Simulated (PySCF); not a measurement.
**NH3S (Thiohydroxylamine): CCSD(T)/STO-6G**

Aim: the vertical singlet–triplet gap of NH3S (Thiohydroxylamine) at CCSD(T)/STO-6G, from 2 runs. The job is set up through a Python script.

Program for the calculation: PySCF 2.14.0.

11 further runs of the same task are left out: 11 set aside as unsound or not needed.

## (1) The molecule

The species is NH3S (5 atoms), meant as a singlet with charge 0. SMILES: `NS`. The coordinates come from a GFN2-xTB relaxation. This is one conformer, not always the lowest.

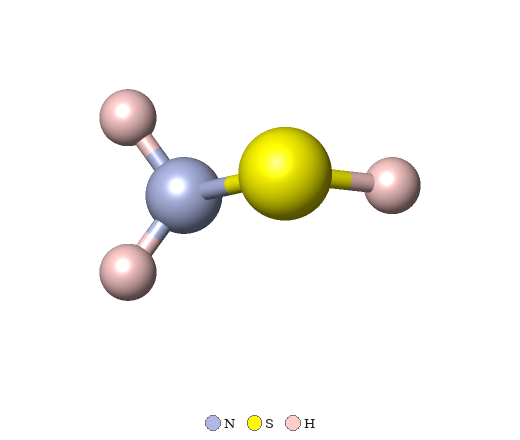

The structure, seen from a chosen angle (nitrogen light blue, sulfur yellow, hydrogen pink).

## (2) The energy at CCSD(T)/STO-6G

The input, input.py:

```python
from pyscf import gto, scf, cc

mol = gto.Mole()
mol.atom = '''
N   -0.162760  -0.507400  -0.231700
S    0.168270   0.954370   0.610330
H    0.015040  -1.300690   0.375430
H   -1.135990  -0.524720  -0.519210
H    1.115440   1.378440  -0.234860
'''
mol.basis = 'sto-6g'
mol.verbose = 3
mol.spin = 0
mol.charge = 0
mol.max_memory = 1860
mol.build()

mf = scf.RHF(mol)
mf.conv_tol = 1e-10
mf.kernel()
if not mf.converged:
    mf = mf.newton().run(mf.mo_coeff, mf.mo_occ)

mycc = cc.CCSD(mf, frozen=6)
mycc.kernel()
e_t = mycc.ccsd_t()
energy = mycc.e_tot + e_t
print(f'total energy: {energy:.8f} hartree')
```

Run with:

```sh
OMP_NUM_THREADS=1 python input.py
```

What it wrote:

```text
converged SCF energy = -452.146769824494
E(CCSD) = -452.2432475044475  E_corr = -0.09647767995357535
CCSD(T) correction = -0.00049815866807786
total energy: -452.24374566 hartree
```

Wall time 0.66 s (1 thread of Intel Xeon Platinum 8488C (Sapphire Rapids), shared host); peak memory 0.1 GiB.

## (3) The triplet, same level

The input, input.py:

```python
from pyscf import gto, cc

mol = gto.M(
    atom='''
N     -0.162760    -0.507400    -0.231700
S      0.168270     0.954370     0.610330
H      0.015040    -1.300690     0.375430
H     -1.135990    -0.524720    -0.519210
H      1.115440     1.378440    -0.234860
''',
    charge=0,
    max_memory=1860,
    basis='sto-6g',
    verbose=3,
    spin=2,
)

mf = mol.UHF()
mf.conv_tol = 1e-10
mf.kernel()
if not mf.converged:
    mf = mf.newton().run(mf.mo_coeff, mf.mo_occ)

mycc = cc.CCSD(mf, frozen=6)
mycc.kernel()
e_t = mycc.ccsd_t()
e_tot = mycc.e_tot + e_t
print('E(%s) = %.9f' % ('CCSD(T)', e_tot))
```

Run with:

```sh
OMP_NUM_THREADS=1 python input.py
```

What it wrote:

```text
WARN: HOMO 0.218325035711023 >= LUMO -0.216859546386483

converged SCF energy = -451.893154413013  <S^2> = 2.0122342  2S+1 = 3.0081451
E(UCCSD) = -451.9701762846483  E_corr = -0.07702187163548392
UCCSD(T) correction = -0.000547863158763781
E(CCSD(T)) = -451.970724148
```

It took 0.82 s on 1 thread of Intel Xeon Platinum 8488C (Sapphire Rapids), shared host; peak memory 0.12 GiB.

## (4) What came out

At CCSD(T)/STO-6G, 6 core orbitals frozen:

| quantity | value |
| --- | --- |
| singlet: total energy | -452.24375 Eh |
| singlet: dipole moment (Hartree–Fock density) | 0.79 D |
| singlet: HOMO energy (Hartree–Fock orbitals) | -7.48 eV |
| singlet: LUMO energy (Hartree–Fock orbitals) | 11.79 eV |
| singlet: HOMO–LUMO gap (Hartree–Fock orbitals) | 19.27 eV |
| singlet: correlation energy (6 core orbitals frozen) | -97.0 mEh |
| singlet: (T) correction | -0.50 mEh |
| singlet: T1 diagnostic | 0.007 |
| triplet: total energy | -451.97072 Eh |
| triplet: dipole moment (Hartree–Fock density) | 1.84 D |
| triplet: HOMO energy (Hartree–Fock orbitals) (highest over α and β) | -0.65 eV |
| triplet: LUMO energy (Hartree–Fock orbitals) (lowest over α and β) | 4.80 eV |
| triplet: correlation energy (6 core orbitals frozen) | -77.6 mEh |
| triplet: (T) correction | -0.55 mEh |
| triplet: ⟨S²⟩ of the reference determinant | 2.012 |
| triplet: T1 diagnostic | 0.019 |
| vertical energy of the triplet above the singlet | 7.429 eV |

At this shape the triplet lies 7.43 eV (717 kJ/mol) above the singlet. In a minimal basis such a difference can be off by several eV, whatever the method. The triples (singlet) make up 0.5 % of the correlation energy. The triples (triplet) make up 0.7 % of the correlation energy.
